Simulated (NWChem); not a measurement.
# HF/def2-TZVPPD run of HCl (SMILES Cl)

Aim: the vertical ionisation energy of HCl at HF/def2-TZVPPD, from 2 runs. 

The results are computed with NWChem 7.3.0.

1 further run of the same task is left out (set aside as unsound or not needed).

## 1. The system as given

HCl: 2 atoms, total charge 0, spin state singlet. SMILES: `Cl`. The coordinates come from a PBE0-D4/def2-TZVP relaxation.

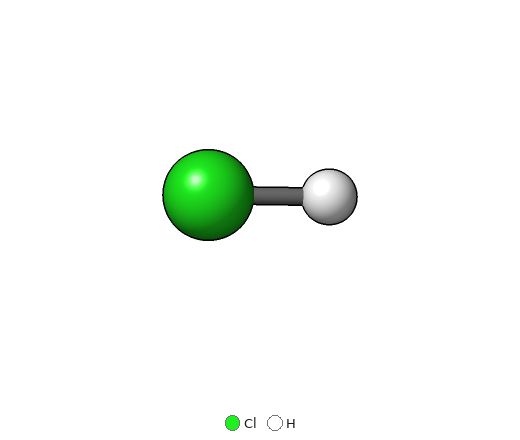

Viewed from a chosen angle; chlorine green, hydrogen white.

## 2. Energy and gradient at HF/def2-TZVPPD

File clh.nw:

```
start clh
memory stack 880 mb heap 220 mb global 1100 mb
geometry units angstroms noautosym nocenter noautoz
 Cl     0.546000    -0.178500     0.280800
 H     -0.546000     0.178500    -0.280800
end
basis "ao basis" spherical bse
 * library def2-TZVPPD
end
scf
 thresh 1e-08
 maxiter 80
 print low
end
task scf gradient
```

On the command line:

```bash
$ nwchem clh.nw > clh.out
```

What it wrote, cut to the lines that bear on the results:

```text
[...]
  functions       =    68
[...]
  wavefunction    = RHF
[...]
         Total SCF energy =   -460.099919734431
      One-electron energy =   -649.780104696500
      Two-electron energy =    182.645407502747
 Nuclear repulsion energy =      7.034777459321
        Time for solution =      3.2s
[...]
                         RHF ENERGY GRADIENTS
    atom               coordinates                        gradient
                 x          y          z           x          y          z
   1 Cl      1.031790  -0.337316   0.530635    0.007966  -0.002604   0.004097
   2 H      -1.031790   0.337316  -0.530635   -0.007966   0.002604  -0.004097
 Task  times  cpu:        4.7s     wall:        4.7s
 Total times  cpu:        4.7s     wall:        4.7s
```

Run time: 5.4 s. Hardware: 1 thread of AMD EPYC 7B13 (Zen 3), shared host; peak memory 0.1 GiB.

## 3. The doublet cation: the energy at UHF/def2-TZVPPD

File run.nw:

```
start run
title "ClH"
memory stack 880 mb heap 220 mb global 1100 mb
charge 1

geometry units angstrom noautosym nocenter noautoz
  Cl     0.546000    -0.178500     0.280800
  H     -0.546000     0.178500    -0.280800
end

basis spherical bse
  * library def2-TZVPPD
end

scf
  nopen 1
  uhf
  thresh 1e-08
  maxiter 80
  noprint "final vectors analysis"
end

task scf energy
```

On the command line:

```bash
$ nwchem run.nw > run.out
```

What it wrote:

```text
[...]
  functions       =    68
[...]
  wavefunction    = UHF
[...]
         Total SCF energy =   -459.676441020093
      One electron energy =   -642.244781226747
      Two electron energy =    175.533562747333
 Nuclear repulsion energy =      7.034777459321
                       Sz =      0.5000
                 Sz(Sz+1) =      0.7500
                      S^2 =      0.7619
[...]
```

It took 6 s on 1 thread of AMD EPYC 7B13 (Zen 3), shared host; peak memory 0.098 GiB.

## 4. Outcome

Level: HF/def2-TZVPPD.

| quantity | value |
| --- | --- |
| singlet HCl: total energy | -460.09992 Eh |
| singlet HCl: largest force on an atom | 0.480 eV/Å |
| doublet cation: total energy | -459.67644 Eh |
| doublet cation: ⟨S²⟩ | 0.762 |
| vertical ionisation energy (to the doublet cation) | 11.523 eV |

**Reading.** Removing an electron at fixed nuclei costs 11.52 eV (266 kcal/mol). The largest force (singlet HCl) is 0.48 eV/Å: the shape isn't a stationary point for this species at this level.
